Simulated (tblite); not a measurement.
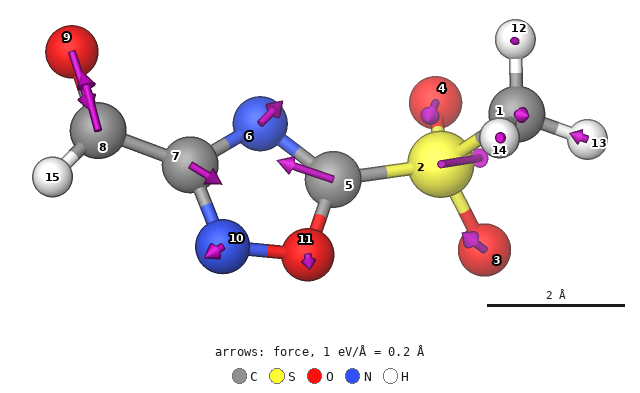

Starting geometry of C4H4N2O4S with the computed forces as purple arrows. The picture is a ball-and-stick view, seen at a tilt.

Computed with tblite 0.8.0, GFN2-xTB geometry optimisation, gas phase. 

**Is this structure relaxed? If not, where do the atoms go?**

It isn't relaxed: the largest force vector, on S2, is 7.36 eV/Å. The final displacements have little in common with the starting forces (cosine between the two patterns 0.10). The energy falls by 33.8 kcal/mol in 189 geometry steps. O9 moves most after the best rigid fit: 1.70 Å. Largest moves by element: O 1.70 Å, N 1.30 Å, H 0.99 Å, C 0.56 Å, S 0.44 Å. Among the contacts that change: S2–O4 1.518 → 1.429 Å, S2–C5 1.735 → 1.820 Å, C8–O9 1.272 → 1.195 Å, S2–O3 1.487 → 1.429 Å. Bond angles that change, for instance: O3–S2–O4 105.7° → 119.2°, C1–S2–C5 110.8° → 101.0°, O3–S2–C5 114.2° → 106.6°. Groups turn about S2–C5 by about 90°, C1–S2 by about 30°.
